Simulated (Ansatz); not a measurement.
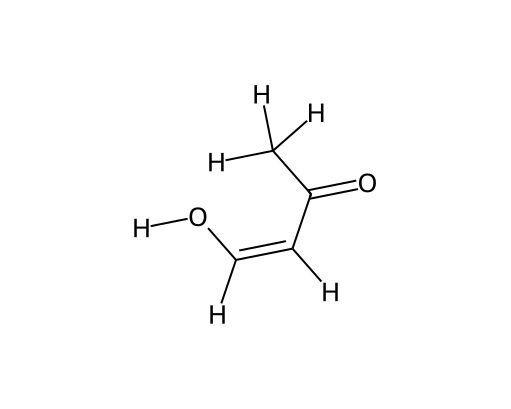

The computed structure is the end point of a PBE0-D4/def2-TZVP optimisation. Program: Ansatz 0.2.0.

Tabulate HOMO–LUMO gap (eV) at these levels: BLYP-D4/def2-TZVPP; PBE0-D4/def2-SVP; PBE0-D4/def2-TZVPP; r2SCANh-D4/def2-TZVPP; ωB97M-V/def2-TZVPP; ωB97X-V/def2-TZVPP.

| level | HOMO–LUMO gap (eV) |
| --- | --- |
| BLYP-D4/def2-TZVPP | 3.73 |
| PBE0-D4/def2-SVP | 5.88 |
| PBE0-D4/def2-TZVPP | 5.84 |
| r2SCANh-D4/def2-TZVPP | 4.91 |
| ωB97M-V/def2-TZVPP | 10.17 |
| ωB97X-V/def2-TZVPP | 10.32 |
